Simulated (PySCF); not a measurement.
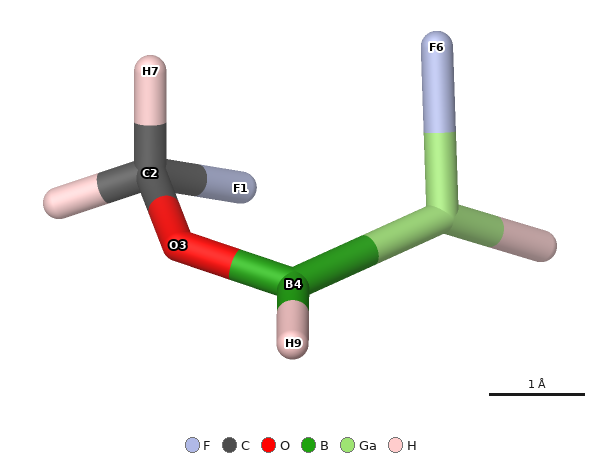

The input geometry (stick view, seen at a tilt; atoms are numbered from 1 in the order of the input). Sticks mark near contacts.

**Energy and gradient calculation, with input and output: CH4BF2GaO**

CH4BF2GaO, SMILES FCO[BH][GaH][F], computed with B3LYP/6-31G*, RKS (PySCF 2.14.0).

The geometry comes from this level: GFN2-xTB. Figures and captions count atoms from 1; the log counts them from 0 in places.

## Input file (run.py)
```python
# FCO[BH][GaH][F]
from pyscf import gto, dft

system = gto.M(
    atom='''
F   -1.376120   0.036250   0.376330
C   -0.492510  -0.770330   1.098400
O    0.530000  -1.220520   0.314060
B    1.012740  -0.626690  -0.775090
Ga   0.103580   1.233250  -1.221780
F    0.440340   2.281450   0.191740
H   -0.119880  -0.144350   1.919900
H   -1.085360  -1.618810   1.465650
H    1.914490  -1.200870  -1.256010
H   -0.927280   2.030610  -2.113200
''',
    verbose=3,
    basis='6-31g*',
    max_memory=1860,
    spin=0,
)

calc0 = dft.RKS(system)
calc0.xc = 'b3lyp'
calc0.grids.level = 5
calc0.conv_tol = 1e-10
calc0.kernel()
if not calc0.converged:
    calc0 = calc0.newton().run(calc0.mo_coeff, calc0.mo_occ)

e_tot = calc0.e_tot
print('Final energy', e_tot)
grad = calc0.nuc_grad_method().kernel()
dip = calc0.dip_moment()
pop, q = calc0.mulliken_pop()
```

Run on 1 thread of Intel Xeon (Sapphire Rapids), 16 GiB of memory available, shared host.

Command:
```bash
OMP_NUM_THREADS=1 python run.py
```

## Output
```
converged SCF energy = -2264.94169773103
Final energy -2264.941697731027
--------------- RKS gradients ---------------
         x                y                z
0 F     0.0022919448    -0.0014095469     0.0055598631
1 C     0.0162866819    -0.0079656731    -0.0180283221
2 O    -0.0021016075     0.0203368821    -0.0130506151
3 B    -0.0034941754    -0.0187960946     0.0186959427
4 Ga     0.0072800855    -0.0014687242    -0.0077909789
5 F    -0.0042513104    -0.0002891609    -0.0004291753
6 H    -0.0010702452     0.0035982730     0.0022543934
7 H    -0.0041234816    -0.0014839499     0.0016446884
8 H    -0.0086325986     0.0044923588     0.0065515648
9 H    -0.0022029161     0.0029877301     0.0045928705
----------------------------------------------
Dipole moment(X, Y, Z, Debye): -0.36232, -3.03095,  0.43988
 ** Mulliken pop  **
pop of  0 F 1s            1.99727
pop of  0 F 2s            0.93418
pop of  0 F 3s            1.03633
pop of  0 F 2px           1.08551
pop of  0 F 2py           1.11172
pop of  0 F 2pz           1.10858
pop of  0 F 3px           0.66850
pop of  0 F 3py           0.66926
pop of  0 F 3pz           0.67351
pop of  0 F 3dxy          0.00402
pop of  0 F 3dyz          0.00268
pop of  0 F 3dz^2         0.00186
pop of  0 F 3dxz          0.00372
pop of  0 F 3dx2-y2       0.00273
pop of  1 C 1s            1.99608
pop of  1 C 2s            0.70130
pop of  1 C 3s            0.41950
pop of  1 C 2px           0.60873
pop of  1 C 2py           0.70064
pop of  1 C 2pz           0.65403
pop of  1 C 3px           0.14725
pop of  1 C 3py           0.22499
pop of  1 C 3pz           0.18579
pop of  1 C 3dxy          0.02517
pop of  1 C 3dyz          0.02107
pop of  1 C 3dz^2         0.01377
pop of  1 C 3dxz          0.02589
pop of  1 C 3dx2-y2       0.01512
pop of  2 O 1s            1.99711
pop of  2 O 2s            0.90388
pop of  2 O 3s            0.86076
pop of  2 O 2px           0.95409
pop of  2 O 2py           1.05997
pop of  2 O 2pz           0.96138
pop of  2 O 3px           0.50858
pop of  2 O 3py           0.61629
pop of  2 O 3pz           0.44459
pop of  2 O 3dxy          0.00518
pop of  2 O 3dyz          0.00523
pop of  2 O 3dz^2         0.00327
pop of  2 O 3dxz          0.00524
pop of  2 O 3dx2-y2       0.00459
pop of  3 B 1s            1.99635
pop of  3 B 2s            0.58065
pop of  3 B 3s            0.35377
pop of  3 B 2px           0.45867
pop of  3 B 2py           0.50429
pop of  3 B 2pz           0.44240
pop of  3 B 3px           0.09075
pop of  3 B 3py           0.08211
pop of  3 B 3pz           0.07270
pop of  3 B 3dxy          0.01285
pop of  3 B 3dyz          0.01986
pop of  3 B 3dz^2         0.02078
pop of  3 B 3dxz          0.01735
pop of  3 B 3dx2-y2       0.00693
pop of  4 Ga 1s           1.99997
pop of  4 Ga 2s           1.99954
pop of  4 Ga 3s           1.99974
pop of  4 Ga 4s           1.25124
pop of  4 Ga 5s           0.07458
pop of  4 Ga 2px          1.99975
pop of  4 Ga 2py          1.99970
pop of  4 Ga 2pz          1.99973
pop of  4 Ga 3px          1.99705
pop of  4 Ga 3py          1.99798
pop of  4 Ga 3pz          1.99752
pop of  4 Ga 4px          0.38090
pop of  4 Ga 4py          0.56883
pop of  4 Ga 4pz          0.36493
pop of  4 Ga 5px          0.05400
pop of  4 Ga 5py          0.04638
pop of  4 Ga 5pz          0.02134
pop of  4 Ga 3dxy         1.35837
pop of  4 Ga 3dyz         1.36462
pop of  4 Ga 3dz^2        1.36395
pop of  4 Ga 3dxz         1.36045
pop of  4 Ga 3dx2-y2      1.35958
pop of  4 Ga 4dxy         0.58687
pop of  4 Ga 4dyz         0.58481
pop of  4 Ga 4dz^2        0.58657
pop of  4 Ga 4dxz         0.58711
pop of  4 Ga 4dx2-y2      0.58705
pop of  4 Ga 5dxy         0.08468
pop of  4 Ga 5dyz         0.07340
pop of  4 Ga 5dz^2        0.08156
pop of  4 Ga 5dxz         0.08416
pop of  4 Ga 5dx2-y2      0.07230
pop of  5 F 1s            1.99720
pop of  5 F 2s            0.92417
pop of  5 F 3s            1.04469
pop of  5 F 2px           1.12554
pop of  5 F 2py           1.10258
pop of  5 F 2pz           1.06180
pop of  5 F 3px           0.75416
pop of  5 F 3py           0.72889
pop of  5 F 3pz           0.70151
pop of  5 F 3dxy          0.00081
pop of  5 F 3dyz          0.00286
pop of  5 F 3dz^2         0.00199
pop of  5 F 3dxz          0.00120
pop of  5 F 3dx2-y2       0.00080
pop of  6 H 1s            0.53614
pop of  6 H 2s            0.27892
pop of  7 H 1s            0.53955
pop of  7 H 2s            0.29482
pop of  8 H 1s            0.53122
pop of  8 H 2s            0.48902
pop of  9 H 1s            0.47760
pop of  9 H 2s            0.48702
 ** Mulliken atomic charges  **
charge of    0F =     -0.29985
charge of    1C =      0.26068
charge of    2O =     -0.33018
charge of    3B =      0.34053
charge of    4Ga =      0.11132
charge of    5F =     -0.44821
charge of    6H =      0.18494
charge of    7H =      0.16563
charge of    8H =     -0.02024
charge of    9H =      0.03537
```

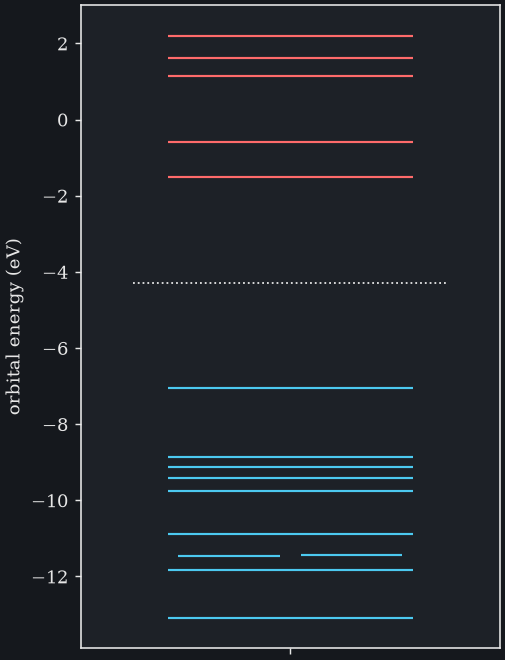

Orbital energies near the frontier; the dotted line parts filled from empty levels, and levels within 0.02 eV of each other stand side by side. Highest filled −7.04 eV, lowest empty −1.52 eV, 5.52 eV apart.

## Summary

| quantity | value |
| --- | --- |
| outcome | converged |
| total energy | −2264.941698 hartree |
| basis functions | 110 |
| largest force | 1.375 eV/Å |
| HOMO | −7.04 eV |
| LUMO | −1.52 eV |
| dipole moment | 3.08 D |
| wall time | 54 s |
| peak memory | 1.1 GiB |
